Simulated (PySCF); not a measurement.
```xyz
17

C     3.0352    0.0905    0.3637
O     1.6923    0.0978    0.7751
C     0.8086   -0.4306   -0.1919
Si   -0.8944   -0.3334    0.6474
C    -1.7270    1.3884    0.6729
S    -3.2510    0.7595   -0.1442
C    -2.4054   -0.8502   -0.4121
H     3.3806   -0.9321    0.1661
H     3.6165    0.5209    1.1768
H     3.1753    0.6899   -0.5446
H     0.8718    0.1477   -1.1240
H     1.0856   -1.4655   -0.4344
H    -0.8754   -0.9782    1.9613
H    -1.2795    2.1684    0.0615
H    -1.9706    1.8031    1.6462
H    -2.2492   -1.0070   -1.4766
H    -3.0204   -1.6571   -0.0269
```

Geometry: GFN2-xTB.

Method: PBE0/pcSseg-1, SCF density, gas phase, non-relativistic (PySCF 2.14.0).

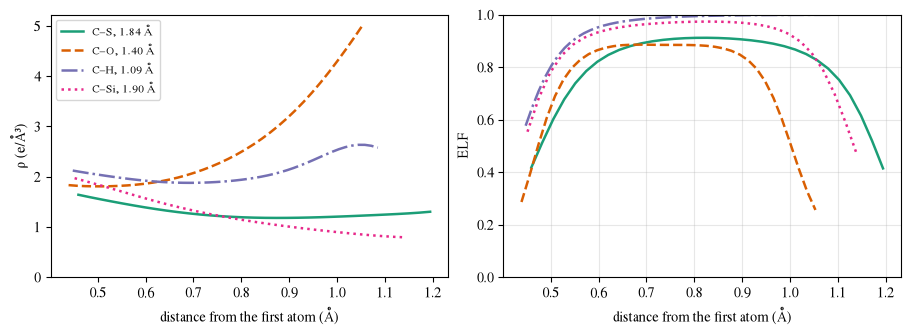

C4H10OSSi (SMILES COC[SiH]1CSC1). Electron density and electron localisation function along straight lines between neighbouring atoms. The curves leave out the atomic cores.

> Compare the contacts.

C–S (1.84 Å): the density is about 1.2 e/Å³ at the midpoint; the ELF peaks at about 0.90 between the atoms: a covalent bond.
C–O (1.40 Å): ρ at the midpoint is about 2.1 e/Å³, with its minimum of 1.8 e/Å³ about 0.5 Å from C; the ELF peaks at about 0.90 between the atoms (a shared but strongly polarised pair).
C–H (1.09 Å): the density is about 2 e/Å³ at the midpoint; the ELF climbs to about 1 towards the hydrogen, as it does in any bond to H: a covalent bond by its length.
C–Si (1.90 Å): ρ at the midpoint is about 0.95 e/Å³; the ELF peaks at about 1 between the atoms (localised, covalent bonding).
